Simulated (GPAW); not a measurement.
# Work function of Mo2COS MXene monolayer at several levels, part 2 of 2

Aim: the work function of both faces of Mo2COS MXene monolayer, and its spread over functionals and bases.

GPAW 26.7.0; GPAW, PAW setups; layer in a repeated cell with vacuum, relaxation of atoms and in-plane cell (the session's first sound run).

So far, upper work function (eV): step 3 (plane waves, PBE) 6.22; step 4 (RPBE) 6.08; step 5 (GPAW, PAW setups) 6.51; step 6 (revPBE) 6.09; step 7 (LDA) 6.56.

## (8) Self-consistent run: xc = "vdW-DF2"

Level of this step: GPAW, PAW setups; slab in vacuum (GPAW).

The same geometry under vdW-DF2, to see how far the functional moves the levels against the vacuum (the van der Waals functionals take revPBE setups).

File run.py:

```python
import json
import numpy as np
from ase import Atoms
from gpaw import GPAW, PW

slab = Atoms(
    ['S', 'Mo', 'C', 'Mo', 'O'],
    positions=[
        [-0.00000, 1.81864, 7.00000],
        [1.57499, 0.90932, 8.66557],
        [0.00000, -0.00000, 9.77657],
        [-0.00000, 1.81864, 10.87416],
        [1.57499, 0.90932, 11.96451]],
    cell=[[3.14998, -0.0, 0.0], [-1.57499, 2.72796, 0.0], [0.0, 0.0, 18.9645]],
    pbc=[True, True, False])

slab.calc = GPAW(mode=PW(500), xc='vdW-DF2', kpts={'size': (12, 12, 1), 'gamma': True},
                 occupations={'name': 'fermi-dirac', 'width': 0.05}, nbands='160%',
                 convergence={'density': 1e-05}, maxiter=200,
                 poissonsolver={'dipolelayer': 'xy'},
                 symmetry={'tolerance': 1e-3}, txt='slab.txt')
result = {}
energy = slab.get_potential_energy()
fermi = slab.calc.get_fermi_level()
v = slab.calc.get_electrostatic_potential().mean((0, 1)) - fermi
n = slab.calc.get_pseudo_density().mean((0, 1))
L = slab.cell[2, 2]
z = np.arange(len(v)) * L / len(v)
low, high = slab.positions[:, 2].min(), slab.positions[:, 2].max()
below, above = np.interp([low - 4.8, high + 4.8], z, v)
slopes = [np.interp(x, z, np.gradient(v, z)) for x in (low - 4.8, high + 4.8)]
eps = np.array([[slab.calc.get_eigenvalues(k, s) for k in range(len(slab.calc.get_ibz_k_points()))]
                for s in range(slab.calc.get_number_of_spins())]) - fermi
top, bottom = eps[eps < 0].max(), eps[eps > 0].min()
dipole = slab.get_dipole_moment()[2]
print(f'energy {energy:.4f} eV, Fermi level {fermi:.4f} eV, dipole {dipole:.5f} e A')
print(f'potential 4.8 A off the faces, from the Fermi level: lower {below:.4f} eV, upper {above:.4f} eV')
print(f'slope of the potential there: lower {slopes[0]:.5f}, upper {slopes[1]:.5f} eV/A')
print(f'nearest levels on the mesh: {top:.4f} and {bottom:.4f} eV')
print('magnetic moment', round(slab.get_magnetic_moment(), 3))
result.update(energy=energy, fermi=fermi, dipole=dipole, below=below, above=above, slopes=slopes, edges=[top, bottom],
              z=z.tolist(), v=v.tolist(), n=n.tolist(), positions=slab.positions.tolist(),
              forces=slab.get_forces(apply_constraint=False).tolist(), moments=slab.get_magnetic_moments().tolist())
json.dump(result, open('result.json', 'w'))
```

Run with:

```
> OMP_NUM_THREADS=1 OPENBLAS_NUM_THREADS=1 python run.py
```

Output:

```text
energy -251.8837 eV, Fermi level 0.2556 eV, dipole -0.05150 e A
potential 4.8 A off the faces, from the Fermi level: lower 5.6878 eV, upper 6.7765 eV
slope of the potential there: lower 0.00043, upper 0.00052 eV/A
nearest levels on the mesh: -0.0129 and 0.0364 eV
magnetic moment 0.0
```

The job ended after 90 s (1 thread of Intel Xeon Platinum 8488C (Sapphire Rapids), shared host; peak memory 0.42 GiB).

Numbers from this step:

```
dipole along the normal                    : -0.05150 e·Å
levels nearest the Fermi level on the mesh : -0.01289, 0.03645 eV from the Fermi level
upper work function                        : 6.777 eV
lower work function                        : 5.688 eV
```

The upper face's work function is 6.777 eV, against 6.216 eV in the first plane-wave PBE run at this geometry.

## (9) Real-space grid: mode = "fd"

A real-space grid is a second complete basis, so it checks the plane-wave result.

Changes to run.py since step 8:

```diff
@@ -3,3 +3,3 @@
 from ase import Atoms
-from gpaw import GPAW, PW
+from gpaw import GPAW
 
@@ -16,3 +16,3 @@
 
-slab.calc = GPAW(mode=PW(500), xc='vdW-DF2', kpts={'size': (12, 12, 1), 'gamma': True},
+slab.calc = GPAW(mode='fd', h=0.18, xc='PBE', kpts={'size': (12, 12, 1), 'gamma': True},
                  occupations={'name': 'fermi-dirac', 'width': 0.05}, nbands='160%',
```

Output:

```text
energy -44.2750 eV, Fermi level -5.7429 eV, dipole -0.04573 e A
potential 4.8 A off the faces, from the Fermi level: lower 5.2613 eV, upper 6.2245 eV
slope of the potential there: lower -0.00006, upper 0.00001 eV/A
nearest levels on the mesh: -0.0135 and 0.0520 eV
magnetic moment 0.0
```

Wall time 3.4 min (1 thread); peak memory 0.61 GiB.

Numbers from this step:

- dipole along the normal: -0.04573 e·Å
- levels nearest the Fermi level on the mesh: -0.01350, 0.05203 eV from the Fermi level
- upper work function: 6.224 eV
- lower work function: 5.261 eV

The electrostatic potential energy of an electron (without an applied field's), less the Fermi level, planar mean oscillates, so the rows of the table below give means over windows of 1 Å about each position, cut where the curve ends. Its maxima inside the range that stand out by 2 % of the span (Å: eV): 7.7: -5.15, 9.4: -11.0, 10.1: -11.3, 11.7: -9.52. Its minima: 7.0: -19.5, 8.7: -24.0, 9.8: -14.1, 10.8: -24.1, 11.9: -10.8.

Table of electrostatic potential energy of an electron (without an applied field's), less the Fermi level, planar mean by z; means over each step:

```tsv
z (Å)	electrostatic potential energy of an electron (without an applied field's), less the Fermi level, planar mean (eV)
0	5.31
1	5.26
2	5.26
3	5.26
4	5.26
5	5.12
6	2.05
7	-13.5
8	-10.5
9	-17.7
10	-13.1
11	-19.3
12	-6.72
13	5.26
14	6.20
15	6.22
16	6.22
17	6.22
18	6.22
```

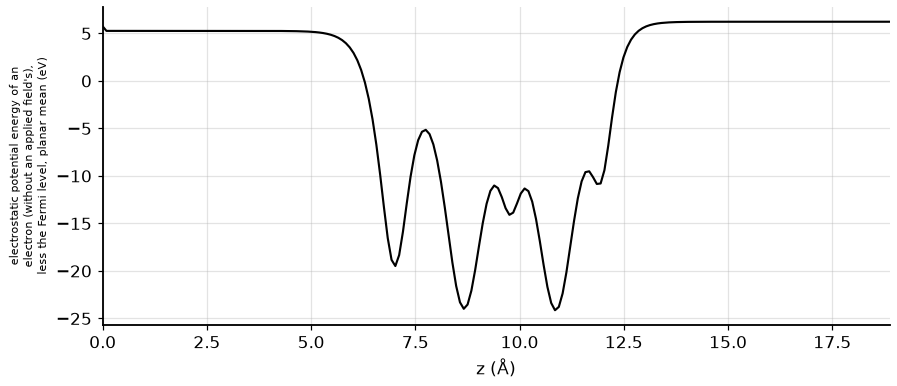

Electrostatic potential energy of an electron (without an applied field's), less the Fermi level, planar mean against z.

The upper face's work function is 6.224 eV, against 6.216 eV in the first plane-wave PBE run at this geometry.

## (10) Atomic orbitals: mode = "lcao"

Atom-centred orbitals end a few angstrom from the surface, which tests how much the density's tail matters.

Changes to run.py since step 9:

```diff
@@ -16,4 +16,4 @@
 
-slab.calc = GPAW(mode='fd', h=0.18, xc='PBE', kpts={'size': (12, 12, 1), 'gamma': True},
-                 occupations={'name': 'fermi-dirac', 'width': 0.05}, nbands='160%',
+slab.calc = GPAW(mode='lcao', basis='dzp', h=0.18, xc='PBE', kpts={'size': (12, 12, 1), 'gamma': True},
+                 occupations={'name': 'fermi-dirac', 'width': 0.05}, nbands='120%',
                  convergence={'density': 1e-05}, maxiter=200,
```

Output:

```text
energy -41.4741 eV, Fermi level -5.8867 eV, dipole -0.05504 e A
potential 4.8 A off the faces, from the Fermi level: lower 5.3070 eV, upper 6.4664 eV
slope of the potential there: lower 0.00000, upper 0.00003 eV/A
nearest levels on the mesh: -0.0004 and 0.0212 eV
magnetic moment 0.0
```

Wall time 8.8 min (1 thread); peak memory 0.34 GiB.

This step gave:

```yaml
dipole_along_the_normal: -0.05504 e·Å
levels_nearest_the_fermi_level_on_the_mesh: -4.48e-4, 0.02122 eV from the Fermi level
upper_work_function: 6.466 eV
lower_work_function: 5.307 eV
```

The upper face's work function is 6.466 eV, against 6.216 eV in the first plane-wave PBE run at this geometry.

## (11) The ladder

Times are for 1 thread of Intel Xeon Platinum 8488C (Sapphire Rapids), shared host. Results by setting:

```tsv
no.	run	upper work function (eV)	lower work function (eV)	time	memory (GiB)
1	pw	6.216	5.262	70 s	0.25
2	RPBE	6.080	5.169	67 s	0.25
3	optPBE vdW	6.512	5.515	81 s	0.42
4	revPBE	6.086	5.166	66 s	0.25
5	LDA	6.565	5.498	60 s	0.25
6	vdW DF2	6.777	5.688	90 s	0.42
7	fd	6.224	5.261	3.4 min	0.61
8	lcao	6.466	5.307	8.8 min	0.34
```

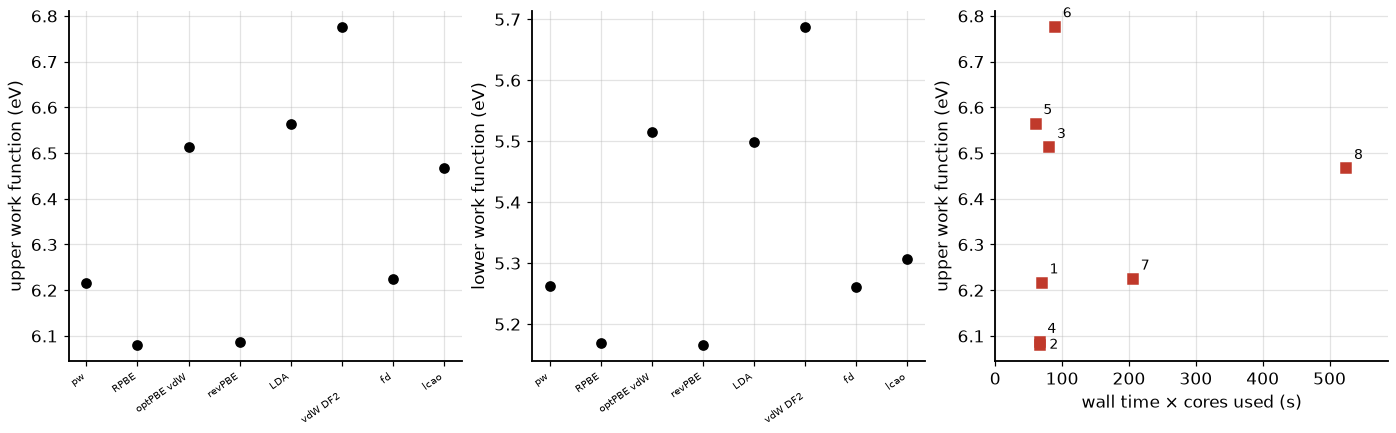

The series as plots; the last panel sets the first result against cost, with the runs numbered as in the table.

## (12) Side by side

Results and costs are gathered.

This step: comparison of work functions, dipole and cost (GPAW 26.7.0).

Ladder, by row:

```tsv
step	code	work function, upper (eV)	work function, lower (eV)	dipole (e Å)	wall time (s)	peak memory (GiB)	threads
pw	GPAW	6.216	5.262	-0.0451	69.81	0.25	1
RPBE	GPAW	6.08	5.169	-0.04308	67.24	0.25	1
optPBE-vdW	GPAW	6.512	5.515	-0.04715	80.87	0.42	1
revPBE	GPAW	6.086	5.166	-0.04351	66.49	0.25	1
LDA	GPAW	6.565	5.498	-0.05043	60.49	0.25	1
vdW-DF2	GPAW	6.777	5.688	-0.0515	89.54	0.42	1
fd	GPAW	6.224	5.261	-0.04573	206.2	0.61	1
lcao	GPAW	6.466	5.307	-0.05504	525.1	0.34	1
```

## (13) A changed run

One more run, with changed settings.

This step: GPAW, PAW setups; slab in vacuum (GPAW 26.7.0).

Changes to run.py since step 10:

```diff
@@ -3,3 +3,3 @@
 from ase import Atoms
-from gpaw import GPAW
+from gpaw import GPAW, PW
 
@@ -16,5 +16,5 @@
 
-slab.calc = GPAW(mode='lcao', basis='dzp', h=0.18, xc='PBE', kpts={'size': (12, 12, 1), 'gamma': True},
-                 occupations={'name': 'fermi-dirac', 'width': 0.05}, nbands='120%',
-                 convergence={'density': 1e-05}, maxiter=200,
+slab.calc = GPAW(mode=PW(500), xc='PBE', kpts={'size': (1, 1, 1), 'gamma': True},
+                 occupations={'name': 'fermi-dirac', 'width': 0.05}, nbands='160%',
+                 convergence={'density': 1e-05}, maxiter=50,
                  poissonsolver={'dipolelayer': 'xy'},
```

Output:

```text
energy -37.6799 eV, Fermi level 0.0297 eV, dipole 0.02618 e A
potential 4.8 A off the faces, from the Fermi level: lower 6.6076 eV, upper 6.0596 eV
slope of the potential there: lower 0.00033, upper 0.00045 eV/A
nearest levels on the mesh: -0.1700 and 0.1336 eV
magnetic moment 0.0
```

Wall time 7.8 s (1 thread); peak memory 0.18 GiB.

The run finished. A setting was moved off its sound value on purpose, so it serves as a test and not as the result.

The fault put into the input: one k-point (kpts = [1, 1]).

Side by side:

```tsv
quantity	this run	sound run	difference
dipole along the normal (e·Å)	0.026177	-0.045103	0.0713
upper work function (eV)	6.0596	6.2162	-0.157
lower work function (eV)	6.6076	5.2622	1.35
```

The dipole along the normal changes sign: 0.0262 e·Å against -0.0451 e·Å.

## (14) Results

```
work function, upper and lower face : 6.216 and 5.262 eV
dipole along the normal             : -0.0451 e Å
```

With plane waves and PBE the work function is 6.22 eV on the upper face and 5.26 eV on the lower. The two faces differ by 0.95 eV, the step that the slab's dipole makes (e p/(ε0 A) gives 0.95 eV), so the dipole layer is needed. Over the sound runs of the table the upper face's work function spans 6.080 (RPBE) to 6.777 eV (vdW-DF2). Atomic orbitals miss the plane-wave value by 0.25 eV, since they describe the tail of the density in the vacuum poorly. The starting lattice was a guess from atomic radii; the relaxation moved it by 4 %. The relaxation of atoms and cell ran in a fully periodic cell without the dipole layer, so the atoms of this polar layer felt a small spurious field. The layer's cell and atoms come from the relaxation; spin-orbit coupling and temperature are left out.

[Logs are printed without paths, hosts, clocks, repeated set-up lines and the standing remarks that a program may print on its own settings, such as how far it seeks lower states.]

[Hosts, paths, dates, database ids (printed as entryN), source tags and the programs' standing remarks are cut or masked in the printed files.]
